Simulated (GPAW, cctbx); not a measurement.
## SbOs2: deformation density and structure factors from DFT

Question: by how much does bonding change the X-ray structure factors of SbOs2, how firmly does DFT give the change, and what does a routine refinement make of it?

The cell comes from substitution in a known structure type and wasn't matched to any measured phase. All numbers below are calculated.

## 1. Relax the structure

The density hangs on the geometry, so cell and atoms are relaxed first, with the symmetry held. The cutoff is set higher than for the density because stress converges slowly with plane waves.

Settings: GPAW 26.7.0, PBE, 570 eV, 7×7×7 k-points, Fermi–Dirac width 0.1 eV, BFGS to 0.03 eV/Å.

```text
cell
1.0
     2.983000000    0.000000000    0.000000000
     0.000000000   -4.193000000    0.000000000
    -1.491500000    2.096500000   -4.520500000
Os Sb
2 1
Direct
0.665600000 0.665600000 0.331200000
0.334400000 0.334400000 0.668800000
0.000000000 0.000000000 0.000000000
```

```console
$ OMP_NUM_THREADS=1 mpirun -n 4 gpaw python run.py > gpaw.log
```

```text
BFGS:    0      -23.615667        3.142052
BFGS:    1      -23.929023        2.568173
BFGS:    2      -24.366496        1.017303
BFGS:    3      -24.388162        0.620377
...
BFGS:    8      -24.478036        0.253425
BFGS:    9      -24.480575        0.097772
BFGS:   10      -24.480999        0.029546
cell  2.9553 4.0580 4.8351  114.81 107.80 90.00
volume 49.561 A^3, largest force 0.017 eV/A, largest stress 0.29 GPa
```

The cell moved far, while the k-mesh and basis were chosen for the start, so the final shape may be somewhat biased.

After 10 steps the volume has changed by -12.3 % and the energy by -0.865 eV; the largest stress left is 0.29 GPa. It took 3.5 min on 4 cores of Intel(R) Xeon(R) Platinum 8488C (Sapphire Rapids) (shared host), peak memory 1.2 GiB.

Relaxed structure: Immm (no. 71), a = 2.9553 Å, b = 4.0580 Å, c = 8.2650 Å, α = 90.00°, β = 90.00°, γ = 90.00°.

| atom | mult. | x | y | z |
| --- | --- | --- | --- | --- |
| Os1 | 4 | 0 | 0 | 0.3194 |
| Sb1 | 2 | 0 | 0 | 0 |

## 2. Density and charge transfer

X-rays see the whole electron density, so the PAW density is rebuilt with its core regions. Subtracting spherical free atoms from the same code cancels the cores and leaves the deformation density Δρ, the part due to bonding.

Settings: PBE, 450 eV, 8×8×8 k-points, Fermi–Dirac width 0.1 eV; primitive cell of 3 atoms.

```console
$ OMP_NUM_THREADS=1 mpirun -n 4 gpaw python run.py > gpaw.log
```

```text
|iter:   1|       0s |  -24.713902 | +0.54 |       |
|iter:   2|       2s |  -24.649594 | -1.83 | -1.44 |
|iter:   3|       4s |  -24.390205 | -1.80 | -1.48 |
...
|iter:   7|      11s |  -24.381821c| -5.45 | -3.68 |
|iter:   8|      13s |  -24.381823c| -6.43 | -4.24c|
|iter:   9|      14s |  -24.381823c| -7.54c| -4.65c|
```

```text
gpts.py:43: UserWarning: Initial realspace grid (15,20,24) inconsistent with symmetries.
gpts.py:43: UserWarning: Initial realspace grid (15,20,24) inconsistent with symmetries.
gpts.py:43: UserWarning: Initial realspace grid (15,20,24) inconsistent with symmetries.
gpts.py:43: UserWarning: Initial realspace grid (15,20,24) inconsistent with symmetries.
gpts.py:70: UserWarning: Using symmetrized grid: (24,24,24).
gpts.py:70: UserWarning: Using symmetrized grid: (24,24,24).
gpts.py:70: UserWarning: Using symmetrized grid: (24,24,24).
gpts.py:70: UserWarning: Using symmetrized grid: (24,24,24).
grid (48, 48, 48)  electrons 203.000  moved by bonding 0.615 e
deformation density beyond 0.5 A of the nuclei: max 0.180, min -0.143 e/A^3
atom        x       y       z   Voronoi charge  moment
Os1    0.3194  0.3194  0.6388     -0.099       0.00
Os2    0.6806  0.6806  0.3612     -0.099       0.00
Sb3    0.0000  0.0000  0.0000      0.199       0.00
mean inner potential of superposed free atoms 33.354 V
total magnetic moment 0.000 muB
```

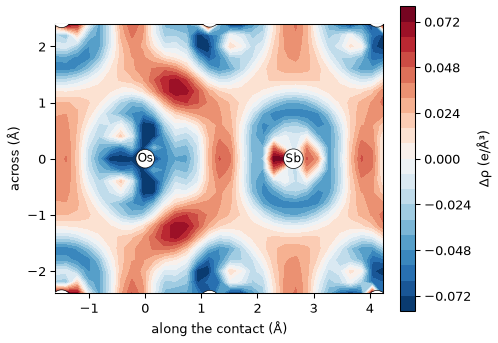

Deformation density in a plane through the shortest contact of the Os atom at the origin; red gains electrons, blue loses them.

Os gains most (-0.10 e) and Sb loses most (+0.20 e), as electronegativity suggests. Such charges fall far short of formal ones, since overlapping free atoms already put density on their neighbours. Along the shortest contact from the Os atom at the map's origin, Os–Sb at 2.64 Å, Δρ is +0.05 e/Å³ at the midpoint: little piles up between the atoms. At the midpoints of other shortest contacts it is +0.07 (Os–Os, 2.76 Å) and -0.02 (Sb–Sb, 2.96 Å) e/Å³. Point values carry grid noise of about 0.01 e/Å³. The run needed 9 iterations, 26 s.

## 3. From the density to structure factors

The Fourier components of Δρ, added to those of the free atoms, give the static X-ray structure factors; the Mott–Bethe relation turns them into the Fourier components V of the potential that fast electrons feel.

```text
static structure factors of the conventional cell: F in electrons, V (Mott-Bethe) in volts
   h  k  l      d  |F| table  |F| free   |F| DFT   change   |V| free  |V| DFT  change %
   0  0  2  4.1325    89.047    88.961    89.484    0.523     3.568    3.155    -11.6
   0  1  1  3.6426    26.991    26.926    27.196    0.270     0.302    0.468     54.9
   1  0  1  2.7828    26.790    26.722    26.794    0.072     0.103    0.129     25.0
   1  1  0  2.3889   334.936   334.772   334.576   -0.196    18.798   18.849      0.3
   0  1  3  2.2793   322.180   321.978   321.396   -0.582    17.689   17.829      0.8
   1  1  2  2.0682    80.166    79.958    79.829   -0.129     2.675    2.700      1.0
   0  0  4  2.0663    34.766    34.825    34.903    0.078     2.877    2.861     -0.5
   0  2  0  2.0290   319.815   319.479   319.113   -0.367    16.471   16.541      0.4
   1  0  3  2.0152   310.842   310.513   309.969   -0.544    15.979   16.082      0.6
   0  2  2  1.8213    77.716    77.462    77.302   -0.160     2.457    2.481      1.0
   1  2  1  1.6395    25.416    25.261    25.098   -0.163     0.146    0.166     13.9
   1  1  4  1.5628    30.380    30.417    30.397   -0.020     2.143    2.146      0.1
   0  1  5  1.5309   112.877   112.585   112.355   -0.230     3.747    3.771      0.7
   2  0  0  1.4776   285.075   284.666   284.666   -0.000    12.251   12.251      0.0
```

The largest X-ray change is -0.58 e on 013, 0.2 % of |F|. For electrons V goes as (Z − F)/g², so a change of F counts against Z − F, which is small at low angle and wherever the atoms' terms cancel: |V| of 011 moves by +54.9 % (0.30 to 0.47 V) against +1.0 % in |F|. The last three rows still change by up to 0.23 e; the table stops while the angles are still low. The tabulated Hartree–Fock atoms differ from the free DFT atoms by up to 0.41 e, so the choice of reference atom matters too.

## 4. The functional ladder

The same geometry is run with other functionals, to see whether the bonding signal is larger than the spread between approximations. Free atoms are LDA for LDA and PBE otherwise. Any other changed setting is in the row's label.

```csv
run,ΔF 013 (e),ΔF 103 (e),ΔF 002 (e),q(Os) (e),moved (e),time
PBE,-0.582,-0.544,+0.523,-0.099,0.615,26 s
LDA,-0.562,-0.546,+0.523,-0.098,0.587,28 s
RPBE,-0.580,-0.533,+0.534,-0.102,0.631,29 s
```

At the base's settings ΔF(013) spans -0.582 to -0.562 e, a spread of 3 % of the PBE value; over the three listed reflections the spread is at most 3 %, so sign and size hold across the functionals. The run marked unsound (too few SCF iterations) gave no density. Times are from shared hosts.

## 5. What a spherical-atom refinement makes of it

Routine crystallography fits spherical atoms. To see the bias, intensities are simulated from tabulated atoms plus the DFT change ΔF, so that bonding alone can misfit (3244 reflections of the full sphere, merged to the counts below, to 0.4 Å, 1.5 % proportional noise plus counting noise, assumed isotropic U as listed, Δρ smeared by the mean U) and refined with cctbx over different ranges.

| range | data | R1 | GooF | U Os1 (true 0.0054) | U Sb1 (true 0.0063) | largest shift (Å) | Δρ max, min (e/Å³) |
| --- | --- | --- | --- | --- | --- | --- | --- |
| all data | 496 | 0.0049 | 0.94 | 0.0054 | 0.0063 | 0.0001 | 0.87, -0.89 |
| low resolution, d > 0.84 | 65 | 0.0042 | 1.00 | 0.0055 | 0.0063 | 0.0001 | 0.53, -0.31 |
| high order, d < 0.75 | 408 | 0.0053 | 0.93 | 0.0054 | 0.0063 | 0.0000 | 0.80, -0.65 |
| occupancies free, d > 0.7 | 105 | 0.0041 | 0.97 | 0.0054 | 0.0064 | 0.0001 | 0.65, -0.41 |

With all data GooF is 0.94, so at this noise the bonding hardly shows; the top residual peak, near noise level, lies 2.03 Å from Sb and 2.03 Å from Sb. No U is off by more than 3 s.u. at low resolution. With Os1 held at 1 and the scale free, the other occupancies refine to Sb1 1.001(0.002), within three s.u. of full.

## 6. Answer

Bonding moves 0.61 e in the primitive cell of SbOs2 and changes the structure factors of the conventional cell in the table above by at most 0.58 e (013, 0.2 %), and among reflections above 2 % of the strongest by up to 1.0 % (011). The shortest bond, Os–Sb, has Δρ = +0.05 e/Å³ at its midpoint. At the base's settings ΔF(013) spans -0.582 to -0.562 e, a spread of 3 % of the PBE value; over the three listed reflections the spread is at most 3 %, so sign and size hold across the functionals. With all data GooF is 0.94, so at this noise the bonding hardly shows. Limits: static density, frozen cores, no spin–orbit coupling.

[Outputs are excerpts: Python notices, other lines and further rows are left out; steps that failed or that the build refused (PBEsol, TPSS) are not shown.]

[Logs are printed without paths, hosts, clocks, repeated set-up lines and the standing remarks that a program may print on its own settings, such as how far it seeks lower states.]
